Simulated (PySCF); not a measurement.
Input file:

```
{"job": {"kind": "uv", "xc": "PBE0", "basis": "def2-SVPD", "nstates": 8, "ntriplets": 3}, "charge": 0, "multiplicity": 1}
C     -0.909008     1.634405    -0.869079
C     -0.208314     0.749855    -0.180536
C      0.911238     1.101101     0.762727
O      1.952795     0.148388     0.694262
Ge     1.354650    -1.465409     0.259755
C     -0.451224    -0.739675    -0.251244
C     -1.381415    -1.039963     0.872272
O     -1.004820    -1.178389     2.005263
H     -1.716473     1.343205    -1.519605
H     -0.700312     2.688518    -0.804653
H      0.511310     1.143059     1.784776
H      1.337237     2.077414     0.517001
H      1.379517    -2.392333     1.442152
H      2.246002    -1.950363    -0.857830
H     -0.872035    -1.022888    -1.215270
H     -2.456747    -1.087979     0.616081
```

Run with:

```sh
OMP_NUM_THREADS=1 python probes_run.py task.json out
```

Geometry: GFN2-xTB.

Method: PBE0/def2-SVPD, SCF density, gas phase (PySCF 2.14.0).

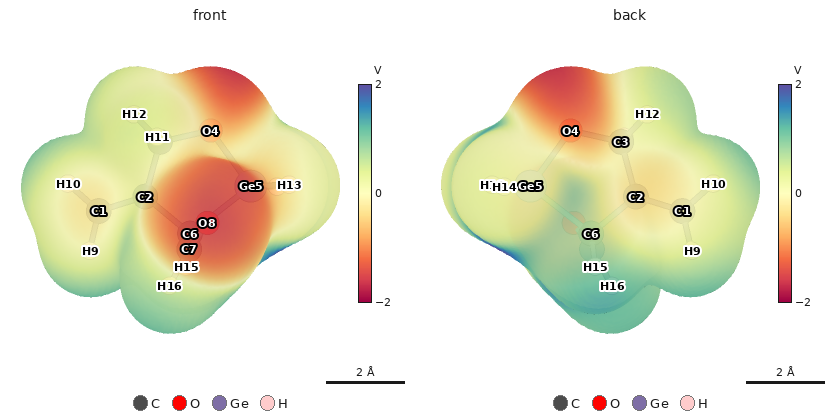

C5H8GeO2 (SMILES C=C1C[O][GeH2][C@H]1C=O). The molecular electrostatic potential painted on the density surface at 0.002 e/bohr³, seen from the front and from behind; red is negative and blue positive.

### Describe the electrostatic potential map.

The most negative region (about −1.6 V) lies over O4, the most positive (about +1.9 V) over Ge5. O4 is the likeliest acceptor of a hydrogen bond.

### What dipole moment does the calculation give?

Its dipole moment is 3.11 D.
